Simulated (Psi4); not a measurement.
# B3LYP/cc-pVQZ run of As2 (SMILES [As]#[As])

What is the vertical ionisation energy of As2 at B3LYP/cc-pVQZ? 

Program for the calculation: Psi4 1.11.

2 further runs of the same task are left out: 2 that didn't finish. Runs told in other sessions of the task aren't counted.

### 1 The structure to begin with

The species is As2 (2 atoms), meant as a singlet with charge 0. As SMILES, `[As]#[As]`. The shape is that of a PBE0-D4/def2-TZVP optimisation.

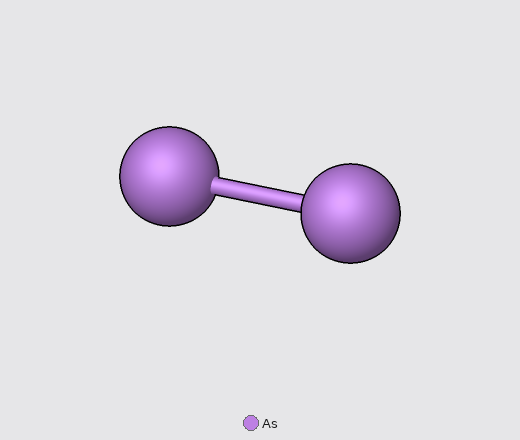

Viewed from a chosen angle; arsenic purple.

### 2 A single-point energy at B3LYP/cc-pVQZ

job.py

```python
import psi4

psi4.set_memory(1600000000)
psi4.set_num_threads(1)
psi4.core.set_output_file('as2.out', False)

mol = psi4.geometry("""
As     0.000000     0.000000     0.002480
As     0.000000     0.000000     2.091490
symmetry c1
""")

options = {'basis': 'cc-pVQZ', 'reference': 'rks', 'puream': True, 'scf_type': 'pk', 'dft_radial_points': 99, 'dft_spherical_points': 590}
psi4.set_options(options)

e, wfn = psi4.energy('b3lyp', return_wfn=True)
print(f'total energy {e:.8f} hartree = {e * 27.211386:.5f} eV')
```

On the command line:

```console
$ python job.py
```

as2.out:

```text
[...]
  Running in c1 symmetry.
[...]
  Nuclear repulsion =  275.859848645832244
[...]
  Multiplicity = 1
[...]
  Nalpha       = 33
  Nbeta        = 33
[...]
    Number of basis functions: 136
[...]
   @RKS iter   1: -4469.99577781028347   -4.40438e+00   2.48128e-02 ADIIS/DIIS
[...]
   @RKS iter   7: -4471.93568205686825   -9.88266e-08   1.97469e-07 DIIS
[...]
    Orbital Energies [Eh]
    ---------------------
    Doubly Occupied:
       1A   -425.880315     2A   -425.880315     3A    -53.861275
       4A    -53.861274     5A    -48.149090     6A    -48.149090
       7A    -48.149090     8A    -48.149090     9A    -48.147135
      10A    -48.147134    11A     -7.009385    12A     -7.009196
      13A     -5.066817    14A     -5.066817    15A     -5.066697
      16A     -5.066697    17A     -5.062442    18A     -5.061114
      19A     -1.660647    20A     -1.657012    21A     -1.657012
      22A     -1.656261    23A     -1.656261    24A     -1.655746
      25A     -1.655746    26A     -1.650019    27A     -1.650019
      28A     -1.645630    29A     -0.667542    30A     -0.482447
      31A     -0.280525    32A     -0.267464    33A     -0.267464
[...]
  @RKS Final Energy: -4471.93568205686825
   => Energetics <=
    Nuclear Repulsion Energy =            275.8598486458322441
    One-Electron Energy =               -6779.1847382707956058
    Two-Electron Energy =                2165.0187568268288487
    DFT Exchange-Correlation Energy =    -133.6295492587340732
    Empirical Dispersion Energy =           0.0000000000000000
    VV10 Nonlocal Energy =                  0.0000000000000000
    Total Energy =                      -4471.9356820568682451
[...]
 Multipole Moments:
 ------------------------------------------------------------------------------------
     Multipole            Electronic (a.u.)      Nuclear  (a.u.)        Total (a.u.)
 ------------------------------------------------------------------------------------
 L = 1.  Multiply by 2.5417464519 to convert [e a0] to [Debye]
 Dipole X            :         -0.0000000            0.0000000           -0.0000000
 Dipole Y            :          0.0000000            0.0000000            0.0000000
 Dipole Z            :         -0.0000000            0.0000000           -0.0000000
 Magnitude           :                                                    0.0000000
[...]
```

The script printed:

```text
total energy -4471.93568206 hartree = -121687.56801 eV
```

Wall time 3.5 min (1 thread of Intel Xeon Platinum 8488C (Sapphire Rapids), shared host); peak memory 1.8 GiB.

### 3 The doublet cation at the same level

job.py

```python
import psi4

psi4.set_memory('1600 MB')
psi4.set_num_threads(1)
psi4.set_output_file('psi4.out', False)

m = psi4.geometry("""
1 2
As     0.000000     0.000000     0.002480
As     0.000000     0.000000     2.091490
units angstrom
symmetry c1
""")

psi4.set_options({
    'basis': 'cc-pVQZ',
    'reference': 'uks',
    'puream': True,
    'scf_type': 'pk',
    'dft_radial_points': 99,
    'dft_spherical_points': 590,
    'maxiter': 100,
})

e_tot, wfn = psi4.energy("B3LYP", return_wfn=True)
print(f'B3LYP energy: {e_tot:.10f} Eh')
```

On the command line:

```console
$ python job.py
```

psi4.out:

```text
[...]
  Running in c1 symmetry.
[...]
  Nuclear repulsion =  275.859848645832244
[...]
  Multiplicity = 2
[...]
  Nalpha       = 33
  Nbeta        = 32
[...]
    Number of basis functions: 136
[...]
   @UKS iter   1: -4469.86142340364040   -4.27003e+00   2.42005e-02 ADIIS/DIIS
[...]
   @UKS iter   6: -4471.57753808365214   -6.56378e-07   9.21182e-07 DIIS
[...]
   @S^2 Observed:                7.517925068E-01
[...]
    Orbital Energies [Eh]
    ---------------------
    Alpha Occupied:
       1A   -426.155312     2A   -426.155312     3A    -54.135183
       4A    -54.135183     5A    -48.425070     6A    -48.425070
       7A    -48.422204     8A    -48.422203     9A    -48.420471
      10A    -48.420470    11A     -7.283881    12A     -7.283687
      13A     -5.346754    14A     -5.346634    15A     -5.338011
      16A     -5.337892    17A     -5.334607    18A     -5.333276
      19A     -1.936918    20A     -1.933260    21A     -1.933032
      22A     -1.932982    23A     -1.932258    24A     -1.929430
      25A     -1.927049    26A     -1.925857    27A     -1.920077
      28A     -1.917159    29A     -0.946659    30A     -0.741415
      31A     -0.542761    32A     -0.528906    33A     -0.516960
[...]
  @UKS Final Energy: -4471.57753808365214
   => Energetics <=
    Nuclear Repulsion Energy =            275.8598486458322441
    One-Electron Energy =               -6761.2567788599390042
    Two-Electron Energy =                2147.2504551149781946
    DFT Exchange-Correlation Energy =    -133.4310629845230096
    Empirical Dispersion Energy =           0.0000000000000000
    VV10 Nonlocal Energy =                  0.0000000000000000
    Total Energy =                      -4471.5775380836521435
  UHF NO Occupations:
  HONO-2 :   31  A 1.9996830
  HONO-1 :   32  A 1.9996345
[...]
 Multipole Moments:
 ------------------------------------------------------------------------------------
     Multipole            Electronic (a.u.)      Nuclear  (a.u.)        Total (a.u.)
 ------------------------------------------------------------------------------------
 L = 1.  Multiply by 2.5417464519 to convert [e a0] to [Debye]
 Dipole X            :          0.0000000            0.0000000            0.0000000
 Dipole Y            :          0.0000000            0.0000000            0.0000000
 Dipole Z            :          0.0000000            0.0000000            0.0000000
 Magnitude           :                                                    0.0000000
[...]
```

On the terminal:

```text
B3LYP energy: -4471.5775380837 Eh
```

Run time: 3.6 min. Hardware: 1 thread of Intel Xeon Platinum 8488C (Sapphire Rapids), shared host; peak memory 1.8 GiB.

### 4 Results

Level: B3LYP/cc-pVQZ.

```
                                          quantity           value
                         singlet As2: total energy  -4471.93568 Eh
                        singlet As2: dipole moment          0.00 D
                          singlet As2: HOMO energy        -7.28 eV
                          singlet As2: LUMO energy        -2.86 eV
                        singlet As2: HOMO–LUMO gap         4.42 eV
                      doublet cation: total energy  -4471.57754 Eh
doublet cation: HOMO energy (highest over α and β)       -13.88 eV
 doublet cation: LUMO energy (lowest over α and β)       -12.26 eV
                              doublet cation: ⟨S²⟩           0.752
vertical ionisation energy (to the doublet cation)        9.746 eV
```

**Reading.** Removing an electron at fixed nuclei costs 9.75 eV (940 kJ/mol). The negative HOMO energy of the first species, 7.28 eV, lies 2.47 eV below that difference.
